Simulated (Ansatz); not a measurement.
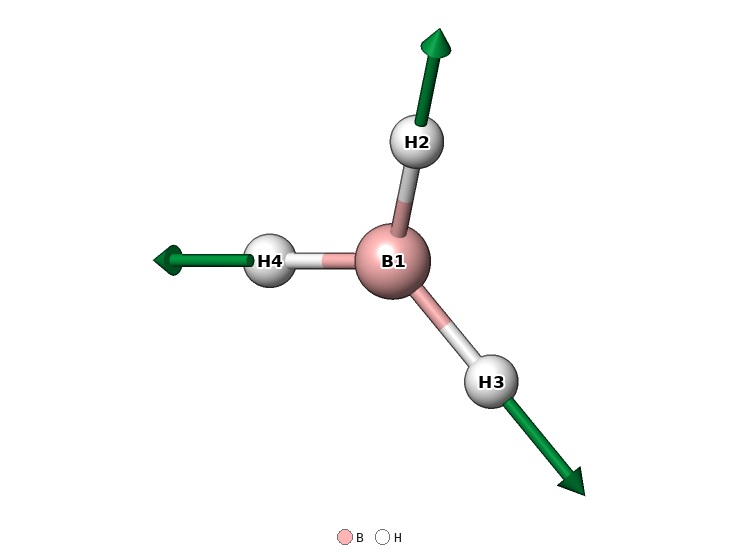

The arrows show one normal mode. Harmonic vibrations computed with RKS PBE0-D4/def2-TZVP (Ansatz 0.2.0) at a stationary point of the same level.

> What kind of motion is it?

Mostly in-phase stretching of 3 B–H bonds.

> At what wavenumber does it lie?

2557 cm⁻¹; it is mode 4 of 6 counted from the lowest.
